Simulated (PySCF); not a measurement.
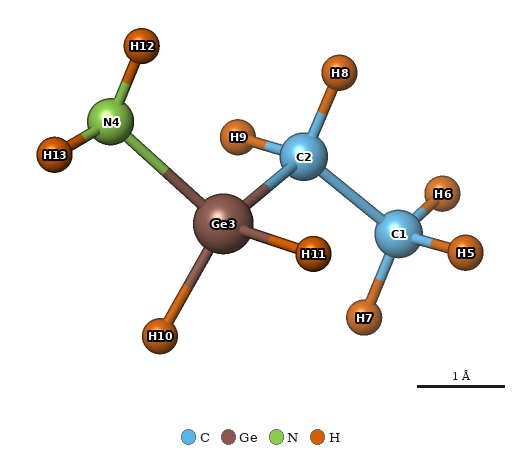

Figure 1. The structure as given in the input (ball-and-stick view, seen at a tilt; atoms are numbered from 1 in the order of the input). Sticks mark near contacts. Bond lengths as drawn: C–C 1.52 Å, C–Ge 1.95 Å, C–H 1.10 Å, Ge–H 1.54 to 1.56 Å, Ge–N 1.84 Å and H–N 1.02 Å.

**What a change does: excited-state calculation on C2H9GeN**

System: C2H9GeN.
Method of run A: TDDFT HF/def2-SVPD, vertical, gas phase, core orbitals frozen in the response (PySCF 2.14.0).

The geometry comes from this level: PBE0-D3(BJ)/def2-SVP. Text and figures count atoms from 1; the logs count them from 0 in places.

Input, run A:
```
{"job": {"kind": "uv", "xc": "HF", "basis": "def2-SVPD", "ip": true}, "charge": 0, "multiplicity": 1}
C     -1.924329    -0.257277    -0.680594
C     -0.623186    -0.603047     0.032583
Ge     0.870191     0.555868    -0.465170
N      2.364390    -0.004169     0.455491
H     -2.246757     0.773605    -0.462783
H     -2.745727    -0.926341    -0.378200
H     -1.822829    -0.340983    -1.774597
H     -0.748288    -0.535372     1.126611
H     -0.314120    -1.639684    -0.177920
H      1.211091     0.415668    -1.963898
H      0.471798     2.035414    -0.197260
H      2.302923     0.120362     1.463081
H      3.230474     0.426800     0.141782
```

The first line tells a small driver script what to run in PySCF; the rest is the geometry in Å.

Launched with:
```bash
OMP_NUM_THREADS=1 python <driver script> task.json out
```

Hardware: 1 CPU thread, shared host.

Output (run A):
```
final grid: 94800 points
cycle   1  E = -2210.3996584935  dE = -4.826e-01  |g| = 3.783e-01  |ddm| = 3.922e+00
cycle   2  E = -2210.4416389176  dE = -4.198e-02  |g| = 1.537e-01  |ddm| = 8.663e-01
cycle   3  E = -2210.4463149350  dE = -4.676e-03  |g| = 5.843e-02  |ddm| = 2.492e-01
cycle   4  E = -2210.4471375159  dE = -8.226e-04  |g| = 6.109e-03  |ddm| = 1.270e-01
cycle   5  E = -2210.4471558880  dE = -1.837e-05  |g| = 1.889e-03  |ddm| = 2.421e-02
cycle   6  E = -2210.4471577727  dE = -1.885e-06  |g| = 6.884e-04  |ddm| = 8.072e-03
cycle   7  E = -2210.4471580528  dE = -2.801e-07  |g| = 2.087e-04  |ddm| = 2.279e-03
cycle   8  E = -2210.4471580927  dE = -3.987e-08  |g| = 6.412e-05  |ddm| = 1.092e-03
cycle   9  E = -2210.4471580955  dE = -2.775e-09  |g| = 2.153e-05  |ddm| = 1.915e-04
cycle  10  E = -2210.4471580958  dE = -3.515e-10  |g| = 6.142e-06  |ddm| = 7.083e-05
converged SCF energy = -2210.4471580958

Static polarisability (au): isotropic 61.318, principal 55.521 59.294 69.139

Singlet excitations
state   eV       nm        f      main configurations
  1   7.3671    168.3   0.02710   H->L 0.54, H->L+1 0.11
  2   8.5938    144.3   0.03203   H->L+1 0.38, H->L+2 0.18, H->L+3 0.10
  3   8.9112    139.1   0.03894   H->L+2 0.36, H-1->L+1 0.11, H->L 0.11
  4   9.0017    137.7   0.02577   H-1->L 0.34, H-1->L+2 0.11, H->L 0.09
  5   9.1161    136.0   0.13576   H-1->L+1 0.38, H->L+3 0.14
  6   9.3794    132.2   0.08393   H-2->L 0.29, H-1->L 0.11
  7   9.5582    129.7   0.04053   H->L+8 0.21, H->L+7 0.13
  8   9.8730    125.6   0.33998   H-1->L+2 0.43
  9  10.1125    122.6   0.05319   H->L+7 0.28, H-2->L+1 0.16, H->L+5 0.12
 10  10.1697    121.9   0.06295   H-2->L 0.18, H->L+3 0.14, H-2->L+1 0.13

Triplet excitations (Tamm-Dancoff, eV): 6.7678 7.9373 8.0990 8.4246
Vertical ionisation energy (delta-SCF) = 8.3191 eV
```

The input of run B differs as follows (lines with − go, lines with + come):
```diff
-"xc": "HF"
+"xc": "PBE"
```

Predict how the results change.

The total energies belong to different methods, so their difference says nothing on which is more stable or more accurate. The HOMO goes from −10.61 to −5.78 eV. The LUMO goes from 2.37 to −0.37 eV. The dipole moment goes from 0.89 to 0.78 D. The lowest excitation goes from 7.37 to 5.52 eV. The strongest computed line goes from 9.87 to 6.39 eV. The method changes from HF to PBE. Exact exchange removes part of the self-interaction error of semilocal functionals, which pushes filled and empty levels apart. The SCF takes 12 iterations against 10.

Output (run B):
```
coarse grid: 45144 points
cycle   1  E = -2212.4117461520  dE = -5.637e-01  |g| = 8.080e-01  |ddm| = 4.349e+00
cycle   2  E = -2212.0907049170  dE =  3.210e-01  |g| = 1.424e+00  |ddm| = 2.830e+00
cycle   3  E = -2212.5254804301  dE = -4.348e-01  |g| = 2.055e-01  |ddm| = 2.043e+00
cycle   4  E = -2212.5348806520  dE = -9.400e-03  |g| = 5.116e-02  |ddm| = 3.706e-01
cycle   5  E = -2212.5353611873  dE = -4.805e-04  |g| = 2.231e-02  |ddm| = 9.085e-02
cycle   6  E = -2212.5354905751  dE = -1.294e-04  |g| = 5.567e-03  |ddm| = 3.212e-02
cycle   7  E = -2212.5354981694  dE = -7.594e-06  |g| = 1.067e-03  |ddm| = 8.186e-03
final grid: 94800 points
cycle   8  E = -2212.5354810249  dE =  2.573e-07  |g| = 1.585e-03  |ddm| = 9.854e-03
cycle   9  E = -2212.5354799714  dE =  1.054e-06  |g| = 2.616e-03  |ddm| = 5.402e-03
cycle  10  E = -2212.5354816511  dE = -1.680e-06  |g| = 2.825e-04  |ddm| = 3.529e-03
cycle  11  E = -2212.5354816714  dE = -2.030e-08  |g| = 6.543e-05  |ddm| = 5.120e-04
cycle  12  E = -2212.5354816723  dE = -8.299e-10  |g| = 7.997e-06  |ddm| = 8.847e-05
converged SCF energy = -2212.5354816723

Static polarisability (au): isotropic 68.913, principal 60.958 66.404 79.377

Singlet excitations
state   eV       nm        f      main configurations
  1   5.5185    224.7   0.01314   H->L 0.97
  2   5.8045    213.6   0.01290   H->L+1 0.97
  3   6.3852    194.2   0.03330   H->L+2 0.96
  4   6.7239    184.4   0.00245   H-1->L 0.88, H->L+3 0.11
  5   6.8192    181.8   0.01321   H->L+3 0.85, H-1->L 0.10
  6   7.0722    175.3   0.00044   H-1->L+1 0.97
  7   7.2644    170.7   0.00474   H->L+4 0.80, H->L+5 0.18
  8   7.3996    167.6   0.01206   H->L+5 0.60, H-2->L 0.19, H->L+4 0.10
  9   7.4474    166.5   0.03230   H->L+6 0.66, H-2->L 0.23
 10   7.4848    165.6   0.02312   H-2->L 0.56, H->L+6 0.32

Triplet excitations (Tamm-Dancoff, eV): 5.2190 5.6604 6.1650 6.5549
Vertical ionisation energy (delta-SCF) = 8.9893 eV
```

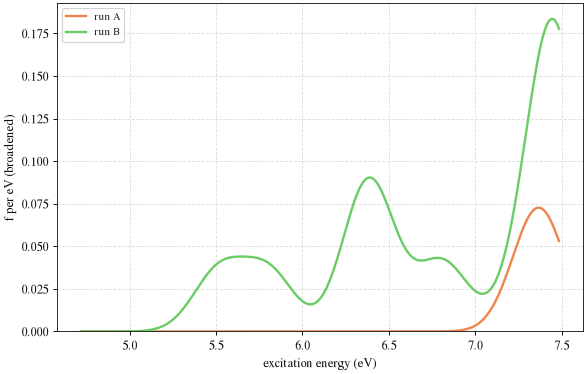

Figure 2. Absorption of the two runs from their computed states, each broadened by a Gaussian of 0.35 eV full width; the range ends where the shorter list of states ends.

The two runs side by side:

```tsv
quantity	run A	run B
outcome	converged	converged
total energy (hartree)	−2210.447158	−2212.535482
HOMO (eV)	−10.61	−5.78
LUMO (eV)	2.37	−0.37
dipole moment (D)	0.89	0.78
lowest excitation (eV)	7.37	5.52
SCF iterations	10	12
strongest computed line (eV)	9.87	6.39
basis functions	170	170
wall time (shared host)	20 s	48 s
```

For both runs: Spin–orbit coupling is left out, which matters for the heavy atoms.
